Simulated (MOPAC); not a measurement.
## Excited-state calculation of C2H6NPSi (part 2 of 3)

Continued. System: C2H6NPSi. Method: PM6-DH+, closed shell, dispersion DH+ (MOPAC 23.2.5). The geometry comes from this level: GFN2-xTB.

Geometry of the input (Å):
```
N  1.7834  -1.9704  -0.2733
C  1.3711  -1.0579  0.2816
C  0.8163  0.0827  0.9359
Si -1.0247  0.3313  0.3984
P  -1.2861  0.2969  -1.8243
H  0.8838  -0.0602  2.0148
H  1.4125  0.9582  0.6706
H  -1.8131  -0.7552  0.9821
H  -1.4272  1.6348  0.9335
H  -0.3317  1.2694  -2.0800
H  -0.3842  -0.7295  -2.0394
```

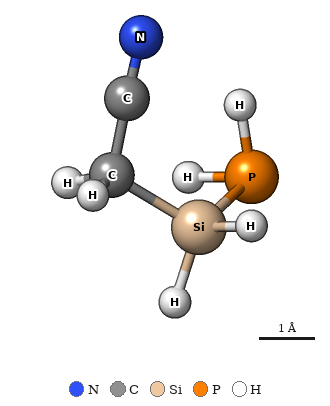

**Figure 1.** The input geometry (ball-and-stick view, seen at a tilt).

## What the program printed, continued
```
             85        1   0   1   1   0   0
         19.3413       1   0   0   1   1   0

             86        1   0   1   1   0   0
         19.2283       1   0   0   1   0   1

             87        1   0   1   1   0   0
         19.3215       1   0   0   0   1   1

             88        1   0   1   1   0   0
         13.3146       0   1   1   1   0   0

             89        1   0   1   1   0   0
         13.2292       0   1   1   0   1   0

             90        1   0   1   1   0   0
         13.2306       0   1   1   0   0   1

             91        1   0   1   1   0   0
         18.5585       0   1   0   1   1   0

             92        1   0   1   1   0   0
         18.5508       0   1   0   1   0   1

             93        1   0   1   1   0   0
         18.2540       0   1   0   0   1   1

             94        1   0   1   1   0   0
         20.6537       0   0   1   1   1   0

             95        1   0   1   1   0   0
         20.5952       0   0   1   1   0   1

             96        1   0   1   1   0   0
         20.6364       0   0   1   0   1   1

             97        1   0   1   0   1   0
          6.8189       1   1   1   0   0   0

             98        1   0   1   0   1   0
         11.9342       1   1   0   1   0   0

             99        1   0   1   0   1   0
         13.0650       1   1   0   0   1   0

            100        1   0   1   0   1   0
         12.4395       1   1   0   0   0   1

            101        1   0   1   0   1   0
         14.1375       1   0   1   1   0   0

            102        1   0   1   0   1   0
         15.6063       1   0   1   0   1   0

            103        1   0   1   0   1   0
         14.9300       1   0   1   0   0   1

            104        1   0   1   0   1   0
         20.3161       1   0   0   1   1   0

            105        1   0   1   0   1   0
         19.6306       1   0   0   1   0   1

            106        1   0   1   0   1   0
         20.8880       1   0   0   0   1   1

            107        1   0   1   0   1   0
         13.2800       0   1   1   1   0   0

            108        1   0   1   0   1   0
         14.3589       0   1   1   0   1   0

            109        1   0   1   0   1   0
         13.7879       0   1   1   0   0   1

            110        1   0   1   0   1   0
         19.1941       0   1   0   1   1   0

            111        1   0   1   0   1   0
         18.6139       0   1   0   1   0   1

            112        1   0   1   0   1   0
         19.4814       0   1   0   0   1   1

            113        1   0   1   0   1   0
         21.3939       0   0   1   1   1   0

            114        1   0   1   0   1   0
         20.7629       0   0   1   1   0   1

            115        1   0   1   0   1   0
         21.9684       0   0   1   0   1   1

            116        1   0   1   0   0   1
          6.7971       1   1   1   0   0   0

            117        1   0   1   0   0   1
         11.9204       1   1   0   1   0   0

            118        1   0   1   0   0   1
         12.4787       1   1   0   0   1   0

            119        1   0   1   0   0   1
         12.7645       1   1   0   0   0   1

            120        1   0   1   0   0   1
         14.0336       1   0   1   1   0   0

            121        1   0   1   0   0   1
         14.9300       1   0   1   0   1   0

            122        1   0   1   0   0   1
         15.1650       1   0   1   0   0   1

            123        1   0   1   0   0   1
         19.6477       1   0   0   1   1   0

            124        1   0   1   0   0   1
         19.8735       1   0   0   1   0   1

            125        1   0   1   0   0   1
         20.5585       1   0   0   0   1   1

            126        1   0   1   0   0   1
         13.2805       0   1   1   1   0   0

            127        1   0   1   0   0   1
         13.7869       0   1   1   0   1   0

            128        1   0   1   0   0   1
         14.1273       0   1   1   0   0   1

            129        1   0   1   0   0   1
         18.6300       0   1   0   1   1   0

            130        1   0   1   0   0   1
         18.9612       0   1   0   1   0   1

            131        1   0   1   0   0   1
         19.2563       0   1   0   0   1   1

            132        1   0   1   0   0   1
         20.7398       0   0   1   1   1   0

            133        1   0   1   0   0   1
         21.0202       0   0   1   1   0   1

            134        1   0   1   0   0   1
         21.6533       0   0   1   0   1   1

            135        1   0   0   1   1   0
         11.5851       1   1   1   0   0   0

            136        1   0   0   1   1   0
         20.4304       1   1   0   1   0   0

            137        1   0   0   1   1   0
         21.0671       1   1   0   0   1   0

            138        1   0   0   1   1   0
         20.4495       1   1   0   0   0   1

            139        1   0   0   1   1   0
         19.3413       1   0   1   1   0   0

            140        1   0   0   1   1   0
         20.3161       1   0   1   0   1   0

            141        1   0   0   1   1   0
         19.6477       1   0   1   0   0   1

            142        1   0   0   1   1   0
         18.4131       0   1   1   1   0   0

            143        1   0   0   1   1   0
         18.9979       0   1   1   0   1   0

            144        1   0   0   1   1   0
         18.4348       0   1   1   0   0   1

            145        1   0   0   1   0   1
         11.5542       1   1   1   0   0   0

            146        1   0   0   1   0   1
         20.4074       1   1   0   1   0   0

            147        1   0   0   1   0   1
         20.4716       1   1   0   0   1   0

            148        1   0   0   1   0   1
         20.7654       1   1   0   0   0   1

            149        1   0   0   1   0   1
         19.2283       1   0   1   1   0   0

            150        1   0   0   1   0   1
         19.6306       1   0   1   0   1   0

            151        1   0   0   1   0   1
         19.8735       1   0   1   0   0   1

            152        1   0   0   1   0   1
         18.4044       0   1   1   1   0   0

            153        1   0   0   1   0   1
         18.4167       0   1   1   0   1   0

            154        1   0   0   1   0   1
         18.7650       0   1   1   0   0   1

            155        1   0   0   0   1   1
         12.0369       1   1   1   0   0   0

            156        1   0   0   0   1   1
         20.3959       1   1   0   1   0   0

            157        1   0   0   0   1   1
         21.6245       1   1   0   0   1   0

            158        1   0   0   0   1   1
         21.3458       1   1   0   0   0   1

            159        1   0   0   0   1   1
         19.3215       1   0   1   1   0   0

            160        1   0   0   0   1   1
         20.8880       1   0   1   0   1   0

            161        1   0   0   0   1   1
         20.5585       1   0   1   0   0   1

            162        1   0   0   0   1   1
         18.1585       0   1   1   1   0   0

            163        1   0   0   0   1   1
         19.3351       0   1   1   0   1   0

            164        1   0   0   0   1   1
         19.1109       0   1   1   0   0   1

            165        0   1   1   1   0   0
          6.4783       1   1   1   0   0   0

            166        0   1   1   1   0   0
         12.0170       1   1   0   1   0   0

            167        0   1   1   1   0   0
         11.6444       1   1   0   0   1   0

            168        0   1   1   1   0   0
         11.6957       1   1   0   0   0   1

            169        0   1   1   1   0   0
         13.3146       1   0   1   1   0   0

            170        0   1   1   1   0   0
         13.2800       1   0   1   0   1   0

            171        0   1   1   1   0   0
         13.2805       1   0   1   0   0   1

            172        0   1   1   1   0   0
         18.4131       1   0   0   1   1   0

            173        0   1   1   1   0   0
         18.4044       1   0   0   1   0   1

            174        0   1   1   1   0   0
         18.1585       1   0   0   0   1   1

            175        0   1   1   1   0   0
         14.6806       0   1   1   1   0   0

            176        0   1   1   1   0   0
         14.2560       0   1   1   0   1   0

            177        0   1   1   1   0   0
         14.3619       0   1   1   0   0   1

            178        0   1   1   1   0   0
         19.5146       0   1   0   1   1   0

            179        0   1   1   1   0   0
         19.6113       0   1   0   1   0   1

            180        0   1   1   1   0   0
         18.9754       0   1   0   0   1   1

            181        0   1   1   1   0   0
         20.8087       0   0   1   1   1   0

            182        0   1   1   1   0   0
         20.8546       0   0   1   1   0   1

            183        0   1   1   1   0   0
         20.5567       0   0   1   0   1   1

            184        0   1   1   0   1   0
          6.7824       1   1   1   0   0   0

            185        0   1   1   0   1   0
         11.8270       1   1   0   1   0   0

            186        0   1   1   0   1   0
         12.6187       1   1   0   0   1   0

            187        0   1   1   0   1   0
         12.0975       1   1   0   0   0   1

            188        0   1   1   0   1   0
         13.2292       1   0   1   1   0   0

            189        0   1   1   0   1   0
         14.3589       1   0   1   0   1   0

            190        0   1   1   0   1   0
         13.7869       1   0   1   0   0   1

            191        0   1   1   0   1   0
         18.9979       1   0   0   1   1   0

            192        0   1   1   0   1   0
         18.4167       1   0   0   1   0   1

            193        0   1   1   0   1   0
         19.3351       1   0   0   0   1   1

            194        0   1   1   0   1   0
         14.2560       0   1   1   1   0   0

            195        0   1   1   0   1   0
         14.9958       0   1   1   0   1   0

            196        0   1   1   0   1   0
         14.5291       0   1   1   0   0   1

            197        0   1   1   0   1   0
         19.7603       0   1   0   1   1   0

            198        0   1   1   0   1   0
         19.2844       0   1   0   1   0   1

            199        0   1   1   0   1   0
         19.8128       0   1   0   0   1   1

            200        0   1   1   0   1   0
         21.1590       0   0   1   1   1   0

            201        0   1   1   0   1   0
         20.6323       0   0   1   1   0   1

            202        0   1   1   0   1   0
         21.4987       0   0   1   0   1   1

            203        0   1   1   0   0   1
          6.8659       1   1   1   0   0   0

            204        0   1   1   0   0   1
         11.9185       1   1   0   1   0   0

            205        0   1   1   0   0   1
         12.1377       1   1   0   0   1   0

            206        0   1   1   0   0   1
         12.5279       1   1   0   0   0   1

            207        0   1   1   0   0   1
         13.2306       1   0   1   1   0   0

            208        0   1   1   0   0   1
         13.7879       1   0   1   0   1   0

            209        0   1   1   0   0   1
         14.1273       1   0   1   0   0   1

            210        0   1   1   0   0   1
         18.4348       1   0   0   1   1   0

            211        0   1   1   0   0   1
         18.7650       1   0   0   1   0   1

            212        0   1   1   0   0   1
         19.1109       1   0   0   0   1   1

            213        0   1   1   0   0   1
         14.3619       0   1   1   1   0   0

            214        0   1   1   0   0   1
         14.5291       0   1   1   0   1   0

            215        0   1   1   0   0   1
         14.9739       0   1   1   0   0   1

            216        0   1   1   0   0   1
         19.3015       0   1   0   1   1   0

            217        0   1   1   0   0   1
         19.7371       0   1   0   1   0   1

            218        0   1   1   0   0   1
         19.6930       0   1   0   0   1   1

            219        0   1   1   0   0   1
         20.6102       0   0   1   1   1   0

            220        0   1   1   0   0   1
         20.9950       0   0   1   1   0   1

            221        0   1   1   0   0   1
         21.2889       0   0   1   0   1   1

            222        0   1   0   1   1   0
         11.6741       1   1   1   0   0   0

            223        0   1   0   1   1   0
         20.4486       1   1   0   1   0   0

            224        0   1   0   1   1   0
         20.7462       1   1   0   0   1   0

            225        0   1   0   1   1   0
         20.2329       1   1   0   0   0   1

            226        0   1   0   1   1   0
         18.5585       1   0   1   1   0   0

            227        0   1   0   1   1   0
         19.1941       1   0   1   0   1   0

            228        0   1   0   1   1   0
         18.6300       1   0   1   0   0   1

            229        0   1   0   1   1   0
         19.5146       0   1   1   1   0   0

            230        0   1   0   1   1   0
         19.7603       0   1   1   0   1   0

            231        0   1   0   1   1   0
         19.3015       0   1   1   0   0   1

            232        0   1   0   1   0   1
         11.7485       1   1   1   0   0   0

            233        0   1   0   1   0   1
         20.5309       1   1   0   1   0   0

            234        0   1   0   1   0   1
         20.2560       1   1   0   0   1   0

            235        0   1   0   1   0   1
         20.6542       1   1   0   0   0   1

            236        0   1   0   1   0   1
         18.5508       1   0   1   1   0   0

            237        0   1   0   1   0   1
         18.6139       1   0   1   0   1   0

            238        0   1   0   1   0   1
         18.9612       1   0   1   0   0   1

            239        0   1   0   1   0   1
         19.6113       0   1   1   1   0   0

            240        0   1   0   1   0   1
         19.2844       0   1   1   0   1   0

            241        0   1   0   1   0   1
         19.7371       0   1   1   0   0   1

            242        0   1   0   0   1   1
         11.8412       1   1   1   0   0   0

            243        0   1   0   0   1   1
         20.1295       1   1   0   1   0   0

            244        0   1   0   0   1   1
         21.0190       1   1   0   0   1   0

            245        0   1   0   0   1   1
         20.8446       1   1   0   0   0   1

            246        0   1   0   0   1   1
         18.2540       1   0   1   1   0   0

            247        0   1   0   0   1   1
         19.4814       1   0   1   0   1   0

            248        0   1   0   0   1   1
         19.2563       1   0   1   0   0   1

            249        0   1   0   0   1   1
         18.9754       0   1   1   1   0   0

            250        0   1   0   0   1   1
         19.8128       0   1   1   0   1   0

            251        0   1   0   0   1   1
         19.6930       0   1   1   0   0   1

            252        0   0   1   1   1   0
         12.6237       1   1   1   0   0   0

            253        0   0   1   1   1   0
         18.1059       1   1   0   1   0   0

            254        0   0   1   1   1   0
         18.5080       1   1   0   0   1   0

            255        0   0   1   1   1   0
         17.9048       1   1   0   0   0   1

            256        0   0   1   1   1   0
         20.6537       1   0   1   1   0   0

            257        0   0   1   1   1   0
         21.3939       1   0   1   0   1   0

            258        0   0   1   1   1   0
         20.7398       1   0   1   0   0   1

            259        0   0   1   1   1   0
         20.8087       0   1   1   1   0   0

            260        0   0   1   1   1   0
         21.1590       0   1   1   0   1   0

            261        0   0   1   1   1   0
         20.6102       0   1   1   0   0   1

            262        0   0   1   1   0   1
         12.6473       1   1   1   0   0   0

            263        0   0   1   1   0   1
         18.1374       1   1   0   1   0   0

            264        0   0   1   1   0   1
         17.9671       1   1   0   0   1   0

            265        0   0   1   1   0   1
         18.2752       1   1   0   0   0   1

            266        0   0   1   1   0   1
         20.5952       1   0   1   1   0   0

            267        0   0   1   1   0   1
         20.7629       1   0   1   0   1   0

            268        0   0   1   1   0   1
         21.0202       1   0   1   0   0   1

            269        0   0   1   1   0   1
         20.8546       0   1   1   1   0   0

            270        0   0   1   1   0   1
         20.6323       0   1   1   0   1   0

            271        0   0   1   1   0   1
         20.9950       0   1   1   0   0   1

            272        0   0   1   0   1   1
         13.0780       1   1   1   0   0   0

            273        0   0   1   0   1   1
         18.0740       1   1   0   1   0   0

            274        0   0   1   0   1   1
         19.0680       1   1   0   0   1   0

            275        0   0   1   0   1   1
         18.8037       1   1   0   0   0   1

            276        0   0   1   0   1   1
         20.6364       1   0   1   1   0   0

            277        0   0   1   0   1   1
         21.9684       1   0   1   0   1   0

            278        0   0   1   0   1   1
         21.6533       1   0   1   0   0   1

            279        0   0   1   0   1   1
         20.5567       0   1   1   1   0   0

            280        0   0   1   0   1   1
         21.4987       0   1   1   0   1   0

            281        0   0   1   0   1   1
         21.2889       0   1   1   0   0   1

            282        0   0   0   1   1   1
         17.5550       1   1   1   0   0   0

  STATE       ENERGY (EV)        Q.N.  SPIN   SYMMETRY              POLARIZATION
         ABSOLUTE     RELATIVE                                X           Y           Z
```
